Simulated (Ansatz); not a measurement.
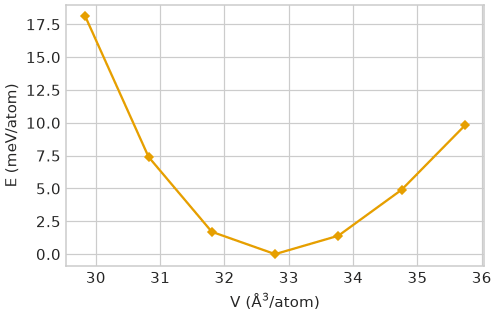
HgTe (L1₀ or tetragonal B2, space group No. 123) under volume change, DFT-PBE in the program Ansatz with PAW potentials, shape and atoms relaxed at each volume.

Task: What does a third-order Birch–Murnaghan fit give for V₀, B₀ and B′?

Result: V₀ = 32.81 Å³/atom, B₀ = 15.8 GPa, B′ = 8.7.

Space group P4/mmm (L1₀ or tetragonal B2). A made-up cell: these elements were put on the sites of a structure type; neither database checked (COD, Materials Project) lists it. It is not the phase usual at ambient conditions (space group No. 216). The cell was relaxed with PBE under the symmetry of its start; its stability against distortions is not shown here. A crystal of weakly bound layers computed without a dispersion correction: the cell and the soft elastic constants depend strongly on that. Scalar-relativistic: spin–orbit coupling is off unless named, which matters more the heavier the elements.

Potentials: the later of the program's two PAW sets.
